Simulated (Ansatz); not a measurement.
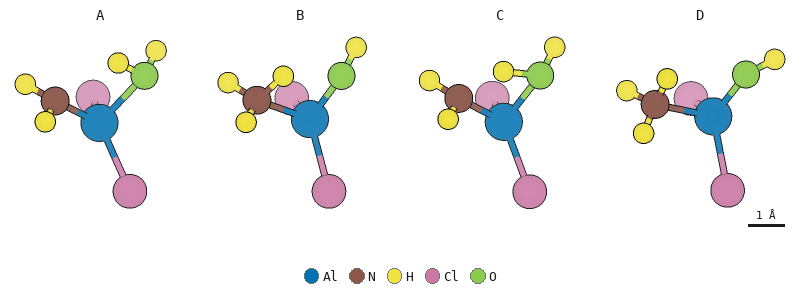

4 geometries from a converged minimum-energy path of AlNH4OCl2, shuffled. The picture is a ball-and-stick view, seen from a free direction.

Computed with RKS B3LYP/def2-SVP (Ansatz). Set-up: 7 movable images; climbing image; force threshold 0.03 eV/Å; iteration limit 55; starting path through a guess of the saddle point.

**Which frame is the transition state?**

C. In order along the path, whose images run from 0 to 8: A (image 0, 0.00 eV), C (image 2, +0.08 eV), B (image 4, −0.65 eV), D (image 7, −0.97 eV). A hydrogen atom shifts from one atom to another. Breaking: H–O (0.99 → 2.58 Å). Forming: H–N (2.07 → 1.02 Å).

The run took 3.6 min on 2 threads of Arm Neoverse V2, on a shared host, peak memory 0.23 GiB.
